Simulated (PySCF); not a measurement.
Input file:

```
{"job": {"kind": "uv", "xc": "PBE0", "basis": "def2-SVPD", "ip": true, "nstates": 10}, "charge": 0, "multiplicity": 1}
Sn     0.998309    -1.159355     0.743731
H      2.309889    -1.956006    -0.020801
H      0.812423    -1.666144     2.370925
Se     1.204844     1.387885     0.562820
Sn    -0.964089     1.137886    -0.764845
H     -2.274881     1.933811     0.001395
H     -0.778570     1.645781    -2.391680
Se    -1.169705    -1.409518    -0.585255
```

Launched as:

```sh
OMP_NUM_THREADS=1 python probes_run.py task.json out
```

Geometry: PBE0-D3(BJ)/def2-SVP; core potentials replace the inner electrons of Sn.

Method: PBE0/def2-SVPD, SCF density, gas phase, scalar-relativistic core potentials on the heavy atoms (PySCF).

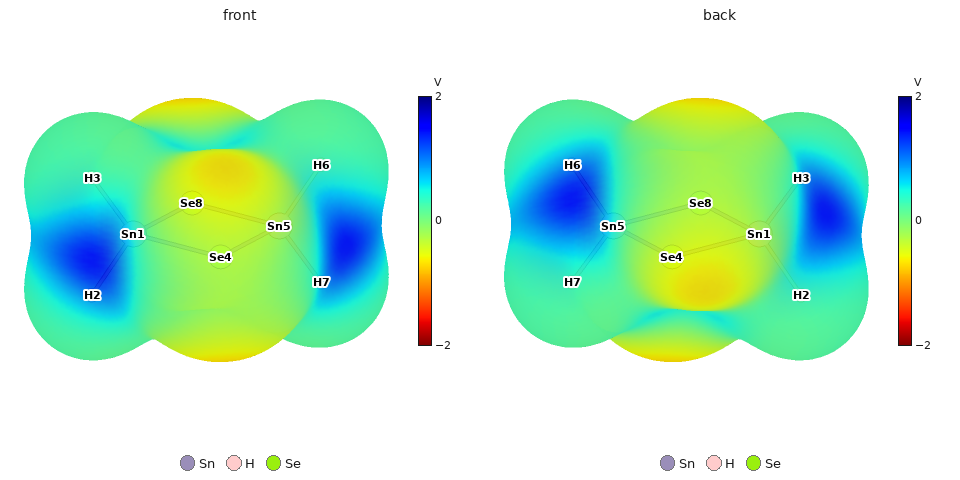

H4Se2Sn2. The molecular electrostatic potential painted on the density surface at 0.001 e/bohr³, seen from the front and from behind; the colour scale runs from red (negative) to blue (positive).

Question: Describe the electrostatic potential map.

Answer: The most negative region (about −0.7 V) lies over Se4 and Se8, the most positive (about +1.5 V) over Sn1 and Sn5.

Question: How polar is the molecule by this calculation?

Answer: Its dipole moment is zero.
